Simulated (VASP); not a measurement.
Band structure of TcOs$_{2}$ (space group I4/mmm). Method: PBE GGA, VASP's PBE PAW potentials (set 64) (plane waves; VASP).

Unless said otherwise, spin-orbit coupling is left out, though it shifts the bands of the heavy elements here.

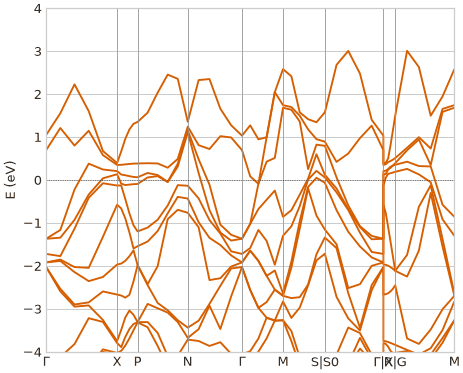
Figure. Bands along high-symmetry lines, zero at the valence-band maximum or, without a gap, the Fermi level

Read the plot: is there a gap, and where are the band edges?

It has no gap at this level: it comes out as a metal or semimetal.

The structure was generated: TcOs2 was put into an ordered model structure, which need not be its known phase. The cell was not relaxed at this level. The k-mesh is coarse (spacing up to 0.39 per Å, 2π included), so the numbers may not be converged in it. The electron count is odd and the run is not spin-polarised, which forces a metal.
